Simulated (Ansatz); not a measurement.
**Geometry relaxation, with input and output: C2H7AlBFO (part 1 of 2)**

- system: C2H7AlBFO
- method: RKS PBE0-D4/def2-TZVP (Ansatz 0.2.0)

The geometry: PBE-D4/def2-SVP start. Figures and captions count atoms from 1; the log counts them from 0 in places.

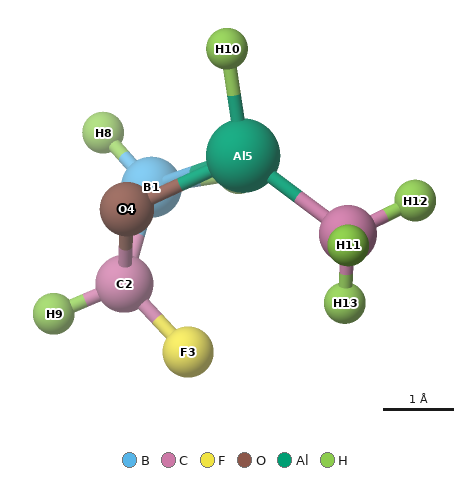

Figure 1. The input geometry (ball-and-stick view, seen at a tilt; atoms are numbered from 1 in the order of the input). Sticks mark near contacts.

**Summary**

| quantity | value |
| --- | --- |
| outcome | converged |
| total energy | −14218.0049 eV |
| mean-field energy | −14217.7820 eV |
| dispersion energy | −0.2230 eV |
| SCF solution under orbital rotations | stable |
| largest force (length of the vector) at the end | 0.003 eV/Å |
| dipole moment | 0.39 D |
| hardware | 4 threads of Arm Neoverse V1, 23 GiB of memory available, shared host |
| wall time | 72 s (CPU time 4.6 min) |
| peak memory | 0.71 GiB |

**Input file**
```yaml
crystal:
  periodic: [false, false, false]
  atoms:
    - {symbol: B, position_ang: [-0.889372, -0.681791, 1.317748]}
    - {symbol: C, position_ang: [0.360304, -1.540699, 0.985359]}
    - {symbol: F, position_ang: [0.689405, -1.908578, -0.288187]}
    - {symbol: O, position_ang: [0.647913, -0.142471, 1.264647]}
    - {symbol: Al, position_ang: [-0.036164, 1.108145, 0.054762]}
    - {symbol: C, position_ang: [0.361373, 0.940717, -1.847471]}
    - {symbol: H, position_ang: [-1.458845, -0.196782, 0.292613]}
    - {symbol: H, position_ang: [-1.493507, -0.607456, 2.362690]}
    - {symbol: H, position_ang: [0.885896, -2.185490, 1.713858]}
    - {symbol: H, position_ang: [-0.396832, 2.424785, 0.868648]}
    - {symbol: H, position_ang: [1.327906, 1.437219, -2.084926]}
    - {symbol: H, position_ang: [-0.415663, 1.437745, -2.467034]}
    - {symbol: H, position_ang: [0.437887, -0.120144, -2.158006]}
basis:
  gaussian: {orbitals: def2-TZVP}
hamiltonian: {xc: pbe0, dispersion: d4}
relax: {f_tol: 0.005, max_steps: 150}
```

Launch command:
```bash
ansatz run in.yaml --threads 4 --pin off --events-out ev --progress --plain --max-ram 10444MiB
```

**Log**
```
Functional definition: PBE0
  name "PBE0"
  cite "Adamo & Barone, J. Chem. Phys. 110, 6158 (1999) doi:10.1063/1.478522"
  cite "Perdew, Burke & Ernzerhof, Phys. Rev. Lett. 77, 3865 (1996) doi:10.1103/PhysRevLett.77.3865"
  parent pbe
  parameter a = 0.25
  parameter kappa = 0.804
  parameter beta = 0.06672455060314922
  exchange = (1 - a)*pbe_x(kappa = kappa, mu = beta*pi^2/3) + a*exact_x
  correlation = pbe_c(beta = beta)
1423 factors; their error is unknown
mean field evaluation 1: about -14209.0034 eV, gradient 6.4e1 eV
mean field evaluation 2: about -14203.3003 eV, gradient 8.1e1 eV
mean field evaluation 4: about -14217.6566 eV, gradient 5.0e0 eV
mean field evaluation 8: about -14217.7058 eV, gradient 9.4e-2 eV
mean field evaluation 16: about -14217.7226 eV, gradient 8.5e-5 eV
mean field -14217.72257769 eV, -522.4916676117 hartree, gradient 1.7e-5 eV, S^2 0.000000; 0 other end points of the search recorded, 0 dependent functions left out
the calculation of the forces begins
reference -14217.72261538 eV, -522.4916689969 hartree; 27, 27 occupied and 207, 207 virtual orbitals, 1423 factors
relax step   1: F+E_penalty+E_count = -14217.94440138 eV  Δ(F+E_penalty+E_count) = +0.000e0 eV  max|allowed force component| = 5.419e-1 eV/Å  Δτ_max = 0.0000 Å  (28 SCF iters, accepted)
these checks for a lower state are left out or cut short: starts, cluster_reference, orbital_swaps, neighbouring_geometries, increment
1423 factors; their error is unknown
mean field -14217.77074071 eV, -522.4934375700 hartree, gradient 9.4e-6 eV, S^2 0.000000; 0 other end points of the search recorded, 0 dependent functions left out
[... from here on the field's lines of each further geometry are left out, up to the last ...]
relax step   2: F+E_penalty+E_count = -14217.99315132 eV  Δ(F+E_penalty+E_count) = -4.875e-2 eV  max|allowed force component| = 3.214e-1 eV/Å  Δτ_max = 0.0287 Å  (33 SCF iters, accepted)
relax step   3: F+E_penalty+E_count = -14218.00376954 eV  Δ(F+E_penalty+E_count) = -1.062e-2 eV  max|allowed force component| = 7.931e-2 eV/Å  Δτ_max = 0.0172 Å  (33 SCF iters, accepted)
relax step   4: F+E_penalty+E_count = -14218.00451792 eV  Δ(F+E_penalty+E_count) = -7.484e-4 eV  max|allowed force component| = 1.997e-2 eV/Å  Δτ_max = 0.0117 Å  (33 SCF iters, accepted)
relax step   5: F+E_penalty+E_count = -14218.00426923 eV  Δ(F+E_penalty+E_count) = +2.487e-4 eV  max|allowed force component| = 4.983e-2 eV/Å  Δτ_max = 0.0189 Å  (33 SCF iters, rejected (line search))
relax step   6: F+E_penalty+E_count = -14218.00473299 eV  Δ(F+E_penalty+E_count) = -2.151e-4 eV  max|allowed force component| = 9.855e-3 eV/Å  Δτ_max = 0.0092 Å  (33 SCF iters, accepted)
relax step   7: F+E_penalty+E_count = -14218.00475895 eV  Δ(F+E_penalty+E_count) = -2.595e-5 eV  max|allowed force component| = 7.302e-3 eV/Å  Δτ_max = 0.0058 Å  (33 SCF iters, accepted)
relax step   8: F+E_penalty+E_count = -14218.00479357 eV  Δ(F+E_penalty+E_count) = -3.462e-5 eV  max|allowed force component| = 4.246e-3 eV/Å  Δτ_max = 0.0129 Å  (33 SCF iters, accepted)
relax step   9: F+E_penalty+E_count = -14218.00482355 eV  Δ(F+E_penalty+E_count) = -2.999e-5 eV  max|allowed force component| = 8.247e-3 eV/Å  Δτ_max = 0.0180 Å  (32 SCF iters, accepted)
relax step  10: F+E_penalty+E_count = -14218.00483534 eV  Δ(F+E_penalty+E_count) = -1.178e-5 eV  max|allowed force component| = 1.957e-2 eV/Å  Δτ_max = 0.0219 Å  (32 SCF iters, accepted)
relax step  11: F+E_penalty+E_count = -14218.00486086 eV  Δ(F+E_penalty+E_count) = -2.553e-5 eV  max|allowed force component| = 1.925e-2 eV/Å  Δτ_max = 0.0052 Å  (33 SCF iters, accepted)
relax step  12: F+E_penalty+E_count = -14218.00487839 eV  Δ(F+E_penalty+E_count) = -1.753e-5 eV  max|allowed force component| = 1.278e-2 eV/Å  Δτ_max = 0.0016 Å  (35 SCF iters, accepted)
relax step  13: F+E_penalty+E_count = -14218.00489486 eV  Δ(F+E_penalty+E_count) = -1.648e-5 eV  max|allowed force component| = 3.271e-3 eV/Å  Δτ_max = 0.0088 Å  (33 SCF iters, accepted)
relax step  14: F+E_penalty+E_count = -14218.00490233 eV  Δ(F+E_penalty+E_count) = -7.467e-6 eV  max|allowed force component| = 1.793e-3 eV/Å  Δτ_max = 0.0123 Å  (33 SCF iters, accepted)
the calculation of the forces begins
reference -14217.78197132 eV, -522.4938502874 hartree; 27, 27 occupied and 207, 207 virtual orbitals, 1423 factors
relax step  15: F+E_penalty+E_count = -14218.00490486 eV  Δ(F+E_penalty+E_count) = -2.529e-6 eV  max|allowed force component| = 2.371e-3 eV/Å  Δτ_max = 0.0101 Å  (33 SCF iters, accepted)
1423 factors; their error is unknown
mean field evaluation 128: about -14217.7616 eV, gradient 1.1e0 eV
```

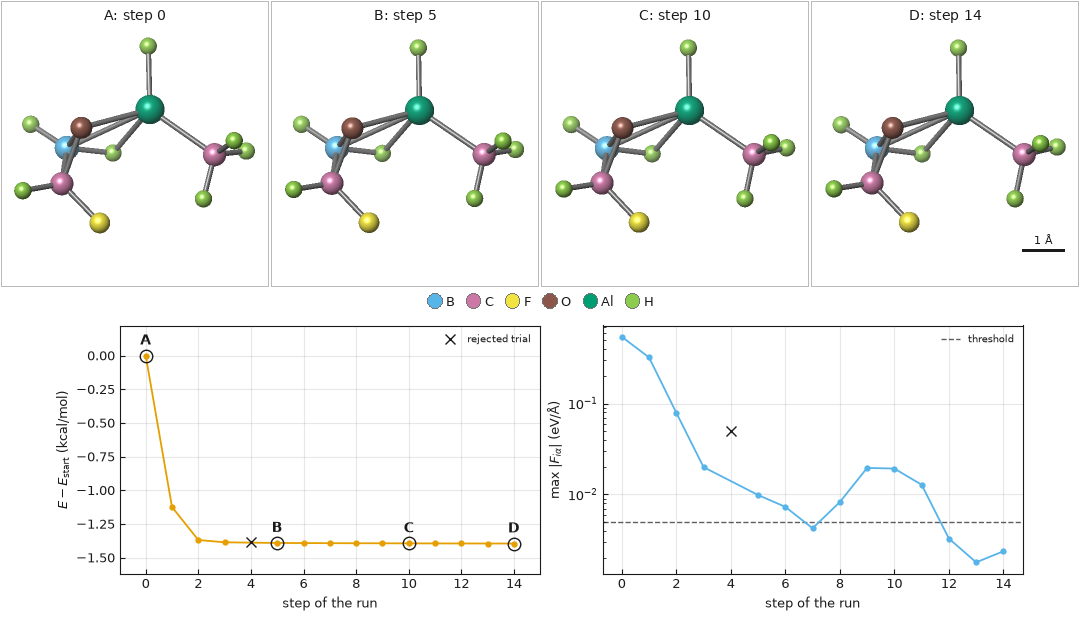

Figure 2. Frames of the relaxation (ball-and-stick view, seen at a tilt) above the curves, on which the letters mark them (the first geometry is step 0 here and step 1 in the log).

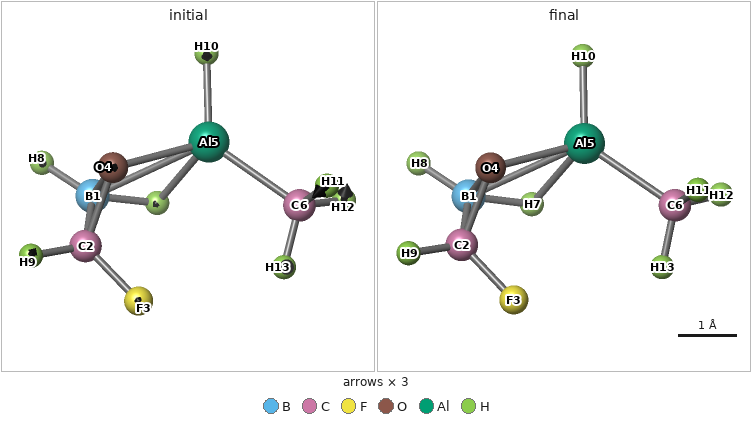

Figure 3. Before (left) and after (right) the relaxation, at one scale (ball-and-stick view, seen at a tilt). The black arrows give the displacements, magnified 3 times. After 14 geometry steps the energy has fallen by 1.40 kcal/mol. Largest force component: 0.54 eV/Å at the start, 0.0024 eV/Å at the end. The line search rejected the trial step at point 4 (counted from 0) and went back. The largest moves after the best rigid fit, 0.12 Å, are those of H11, H12 and H13. Largest moves by element: H 0.12 Å, O 0.04 Å, F 0.03 Å, Al 0.03 Å, C 0.02 Å, B 0.01 Å. Distances before and after: O4–Al5 1.870 → 1.823 Å, B1–H8 1.209 → 1.188 Å, B1–H7 1.269 → 1.249 Å, C2–H9 1.106 → 1.087 Å. (Atoms are counted from 1 in the order of the input.)

```
mean field -14217.78193385 eV, -522.4938489101 hartree, gradient 9.1e-6 eV, S^2 0.000000; 1 other end points of the search recorded, 0 dependent functions left out
the calculation of the forces begins
reference -14217.78197132 eV, -522.4938502874 hartree; 27, 27 occupied and 207, 207 virtual orbitals, 1423 factors
Total energy: -14218.00494234 eV, -522.5020443211 hartree
Atom 0 at    -0.883953    -0.688205     1.311676 Å, force    -0.000603     0.000245    -0.000239 eV/Å
Atom 1 at     0.366122    -1.521169     0.991124 Å, force     0.000398     0.001018     0.000320 eV/Å
Atom 2 at     0.703175    -1.898835    -0.266725 Å, force    -0.000028     0.000023     0.000166 eV/Å
Atom 3 at     0.627837    -0.128868     1.236416 Å, force    -0.000280    -0.000663    -0.001302 eV/Å
Atom 4 at    -0.040505     1.083226     0.050035 Å, force     0.000588     0.000318     0.000703 eV/Å
Atom 5 at     0.358507     0.937827    -1.839249 Å, force     0.000583     0.000491    -0.001490 eV/Å
Atom 6 at    -1.456743    -0.227900     0.302176 Å, force    -0.000236    -0.000577     0.000220 eV/Å
Atom 7 at    -1.462264    -0.610979     2.346802 Å, force     0.000096    -0.000272     0.000059 eV/Å
Atom 8 at     0.900748    -2.133658     1.711992 Å, force    -0.000046     0.000014     0.000166 eV/Å
Atom 9 at    -0.437184     2.388679     0.840054 Å, force     0.000121    -0.000033     0.000076 eV/Å
Atom 10 at     1.360288     1.329536    -2.045414 Å, force    -0.002371    -0.001087     0.000279 eV/Å
Atom 11 at    -0.343479     1.530153    -2.433351 Å, force     0.001704    -0.001540     0.000826 eV/Å
Atom 12 at     0.327750    -0.094608    -2.190836 Å, force     0.000074     0.002062     0.000217 eV/Å
Dipole moment:     0.052889    -0.000583    -0.062539 e Å
```

**Trajectory as extended XYZ (Å, eV, eV/Å), 15 frames, from step=1 to step=15**
```
13
Properties=species:S:1:pos:R:3:forces:R:3 step=1 energy=-14217.94440
B    -0.8894   -0.6818    1.3177    0.1950  -0.0185   0.0685
C     0.3603   -1.5407    0.9854   -0.0016   0.1732   0.2501
F     0.6894   -1.9086   -0.2882   -0.0502   0.1543   0.4577
O     0.6479   -0.1425    1.2646   -0.4996  -0.1455  -0.4998
Al   -0.0362    1.1081    0.0548    0.1918  -0.3187   0.2395
C     0.3614    0.9407   -1.8475    0.0910  -0.0025  -0.3282
H    -1.4588   -0.1968    0.2926    0.1801  -0.0677   0.2501
H    -1.4935   -0.6075    2.3627    0.2618  -0.0334  -0.4230
H     0.8859   -2.1855    1.7139   -0.2620   0.3746  -0.4660
H    -0.3968    2.4248    0.8686    0.0290  -0.1560  -0.1028
H     1.3279    1.4372   -2.0849   -0.4745  -0.2489   0.1112
H    -0.4157    1.4377   -2.4670    0.3822  -0.2528   0.3083
H     0.4379   -0.1201   -2.1580   -0.0431   0.5419   0.1346
13
Properties=species:S:1:pos:R:3:forces:R:3 step=2 energy=-14217.99315
B    -0.8883   -0.6816    1.3165    0.1465   0.0452  -0.0281
C     0.3519   -1.5353    0.9871    0.0795   0.1735   0.0624
F     0.6885   -1.9016   -0.2781   -0.0445   0.0376   0.1571
O     0.6410   -0.1437    1.2558   -0.3214  -0.0117  -0.2917
Al   -0.0330    1.0936    0.0513    0.1560  -0.2589   0.1901
C     0.3628    0.9386   -1.8429    0.0247   0.0015  -0.0909
H    -1.4501   -0.1929    0.3034    0.0364  -0.0573   0.0908
H    -1.4797   -0.6057    2.3506    0.0726  -0.0127  -0.1169
H     0.8809   -2.1652    1.7050   -0.1037   0.0821  -0.1277
H    -0.4014    2.3997    0.8555   -0.0026  -0.0113  -0.0192
H     1.3204    1.4264   -2.0762   -0.1340  -0.0700   0.0405
H    -0.4042    1.4396   -2.4493    0.1017  -0.0676   0.0927
H     0.4315   -0.1066   -2.1640   -0.0114   0.1497   0.0410
13
Properties=species:S:1:pos:R:3:forces:R:3 step=3 energy=-14218.00377
B    -0.8842   -0.6776    1.3119    0.0018   0.0129  -0.0286
C     0.3522   -1.5256    0.9851    0.0017   0.0109   0.0092
F     0.6836   -1.8992   -0.2753    0.0085   0.0027  -0.0030
O     0.6365   -0.1386    1.2444   -0.0793  -0.0120  -0.0750
Al   -0.0264    1.0825    0.0538    0.0415  -0.0245   0.0466
C     0.3639    0.9350   -1.8365   -0.0088  -0.0020   0.0153
H    -1.4500   -0.2020    0.3039    0.0031  -0.0064   0.0067
H    -1.4691   -0.6022    2.3421   -0.0028   0.0053   0.0308
H     0.8732   -2.1542    1.7006    0.0268  -0.0111   0.0231
H    -0.4035    2.3896    0.8484   -0.0047   0.0165   0.0035
H     1.3169    1.4204   -2.0669    0.0268   0.0139  -0.0067
H    -0.4013    1.4397   -2.4324   -0.0163   0.0160  -0.0112
H     0.4287   -0.1027   -2.1643    0.0017  -0.0222  -0.0108
```
